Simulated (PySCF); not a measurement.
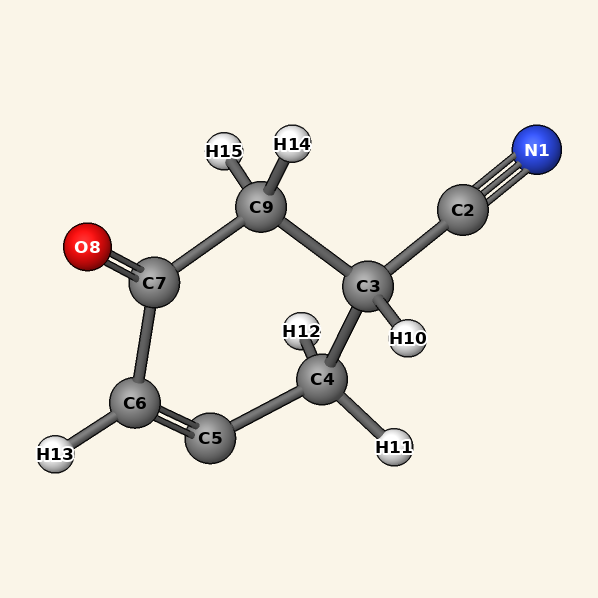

The questions are on Mulliken spin populations. The species is neutral and a spin doublet. The geometry was computed by an optimisation with GFN2-xTB. No frequency run is at hand to confirm it as a minimum. Properties computed with UKS B3LYP, pcH-1 on C H N O, non-relativistic (PySCF 2.14.0).

Question: Which atom carries the largest spin population?

Answer: C5 (0.96 e).

Question: Which atom has the lowest spin population?

Answer: C6 (−0.12 e); a negative value comes from spin polarisation.

Give the Mulliken spin populations atom by atom.

```
atom  value (e)
  N1       0.02
  C2       0.00
  C3       0.05
  C4      −0.04
  C5       0.96
  C6      −0.12
  C7       0.06
  O8       0.01
  C9       0.00
 H10       0.00
 H11       0.01
 H12       0.00
 H13       0.04
 H14       0.00
 H15       0.00
```

Mulliken values depend strongly on the basis set.
